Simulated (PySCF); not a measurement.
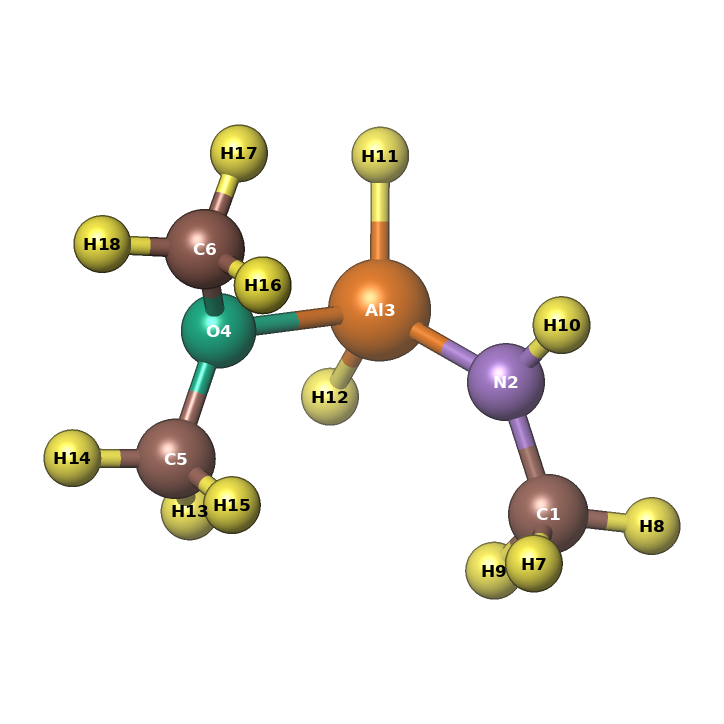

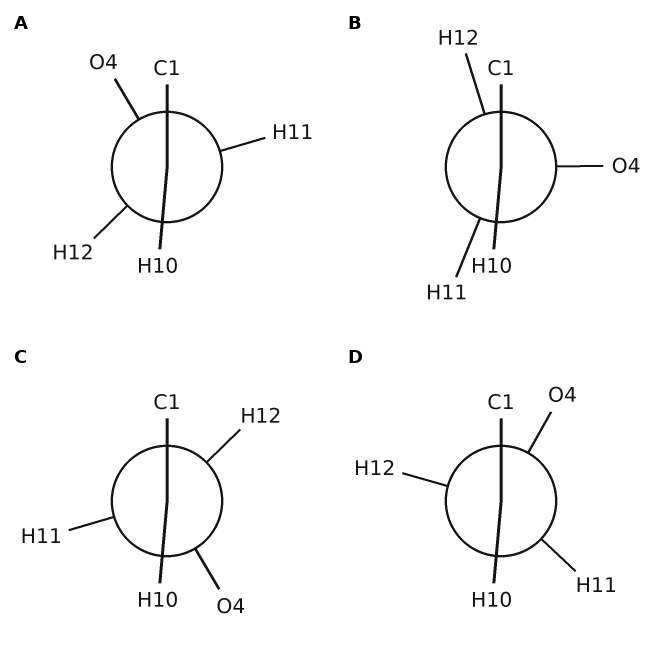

Atoms fade into the background with distance from the viewer. Bonds that would overlap in a projection are set slightly apart. Computed geometry: PBE0-D3(BJ)/def2-SVP optimisation. No frequency run is at hand to confirm it as a minimum.

**Which Newman projection shows the view along N2–Al3, with N2 in front?**

B. The torsion angle C1–N2–Al3–O4 is 89°, about perpendicular.
